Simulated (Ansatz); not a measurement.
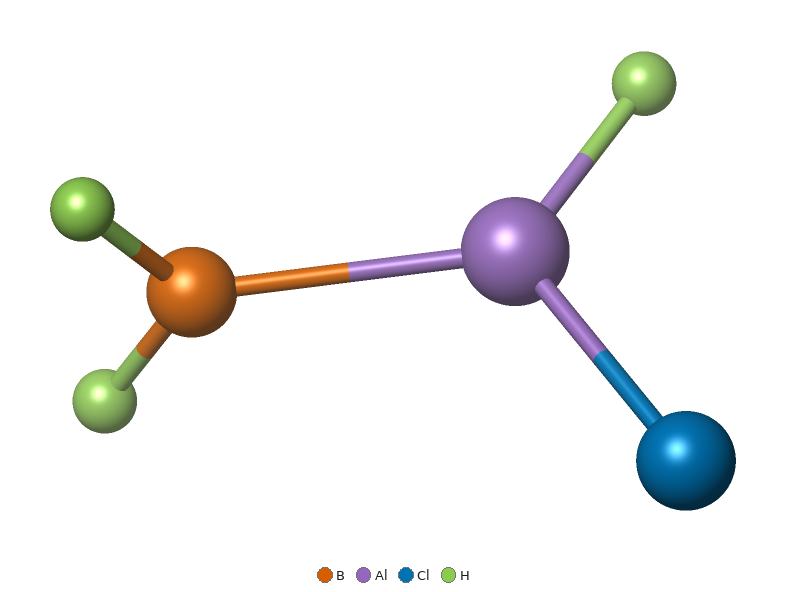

A ball-and-stick model of a molecule. Every bond is drawn as one stick, whatever its order.

The geometry was computed by an optimisation with PBE0-D4/def2-TZVP. No frequency run is at hand to confirm it as a minimum.

Identify the structure.

It has 6 atoms: 1 aluminium, 1 boron, 1 chlorine and 3 hydrogen (AlBClH3). The point group is Cs. Coordination: 1 B trigonal planar; 1 Al trigonal planar.

More results for the same structure follow; atom numbers are the same in all pictures, views and colours differ.

## Geometry

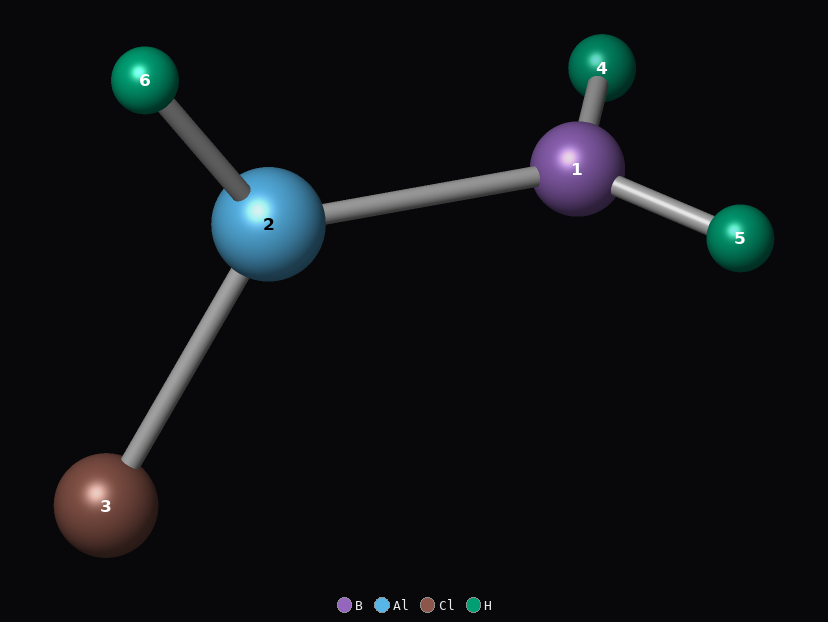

Atoms carry their numbers in the input. No frequency run is at hand to confirm it as a minimum.

Estimate the angles Al2–B1–H4, H4–B1–H5, B1–Al2–Cl3, B1–Al2–H6, Cl3–Al2–H6.

| angle | degrees |
| --- | --- |
| Al2–B1–H4 | 122.5 |
| H4–B1–H5 | 115.2 |
| B1–Al2–Cl3 | 115.9 |
| B1–Al2–H6 | 127.8 |
| Cl3–Al2–H6 | 116.3 |

## Electronic properties

No frequency run is at hand to confirm it as a minimum. Properties computed with RKS PBE0-D4/def2-TZVPP (Ansatz 0.2.0).

Estimate the LUMO energy (Kohn–Sham orbital).

−2.66 eV.

Give the HOMO energy (Kohn–Sham orbital) at this level.

−7.75 eV.

## Dipole moment

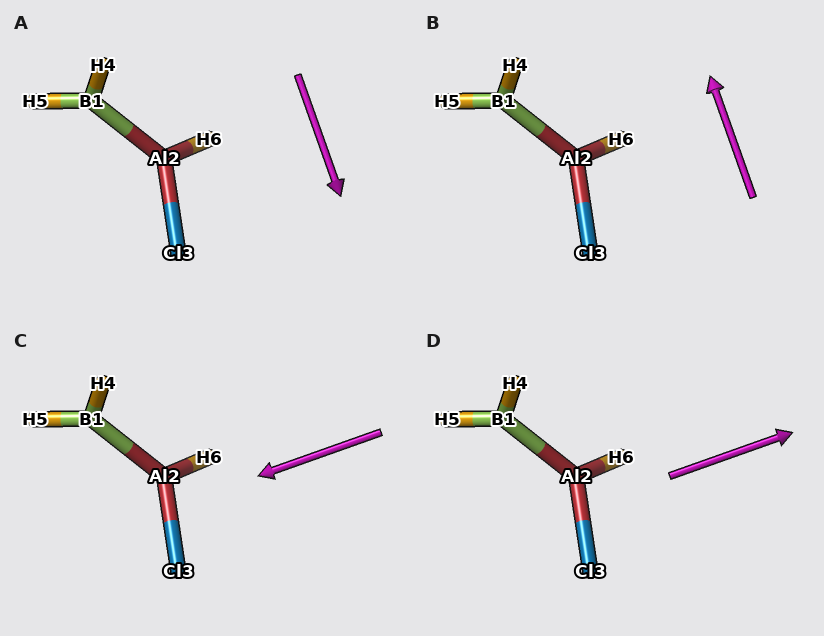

The same molecule four times, each with an arrow. No frequency run is at hand to confirm it as a minimum. Properties computed with RKS PBE0-D4/def2-TZVP (Ansatz 0.2.0).

Which arrow points along the dipole moment, from the negative to the positive end?

B. The dipole moment is 1.66 D; it points from the side of Cl3 to the side of H4, H5 (the outermost atoms at the two ends).

## Charges

The questions are on Mulliken charges. No frequency run is at hand to confirm it as a minimum. Method: RKS PBE0-D4/def2-TZVP (Ansatz 0.2.0).

Give the Mulliken charges atom by atom.

```json
{"atom": "B1", "value (e)": "−0.14"}
{"atom": "Al2", "value (e)": "0.42"}
{"atom": "Cl3", "value (e)": "−0.28"}
{"atom": "H4", "value (e)": "0.04"}
{"atom": "H5", "value (e)": "0.04"}
{"atom": "H6", "value (e)": "−0.09"}
```

Mulliken values depend strongly on the basis set and can even reverse the polarity of a bond.
